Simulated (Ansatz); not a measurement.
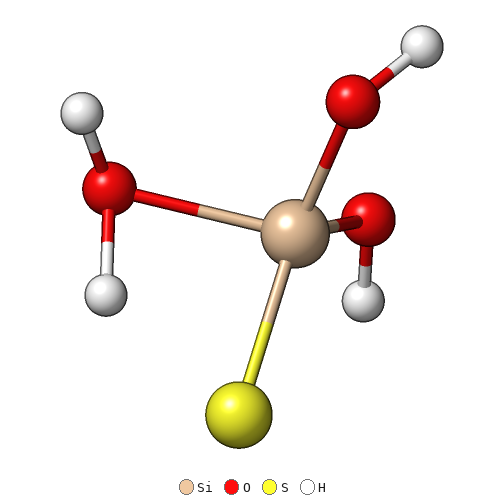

Harmonic vibrations computed with RKS PBE0-D4/def2-SVP (Ansatz 0.2.0) at a stationary point of the same level.

### How many imaginary frequencies does it have?

A first-order saddle point: one imaginary frequency, 1006i cm⁻¹.

### List the wavenumbers.

21 modes: 1006i, 147, 246, 265, 285, 318, 376, 418, 485, 606, 724, 778, 819, 843, 955, 991, 1218, 1745, 3804, 3915, 3919 cm⁻¹.
